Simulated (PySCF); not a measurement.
Se(Br)(OSiH3), SMILES [SiH3]O[Se]Br (H₃BrOSeSi), PBE0/def2-SVP optimised geometry. Atoms within 1.6 Å of the plane z = 0.0 Å (x, y, z in Å): Se1 (-0.57, 1.73, 1.29), O3 (-1.04, 0.59, 0.00), Si4 (-0.46, -1.00, 0.00), H5 (1.04, -1.00, 0.00), H6 (-0.98, -1.60, -1.25), H7 (-0.96, -1.73, 1.20).

Computed with PBE0/def2-TZVP run with PySCF. Cells within 0.4 Å of a nucleus heavier than hydrogen are left out (blank, or x).

Map of the deformation density (molecule minus spherical neutral atoms) (e/bohr³) on the plane z = 0.0 Å:

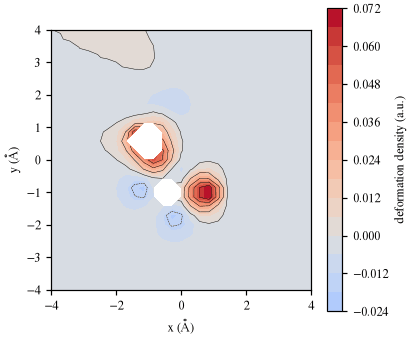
Figure: Deformation density (molecule minus spherical neutral atoms) (e/bohr³) on the plane z = 0.0 Å.
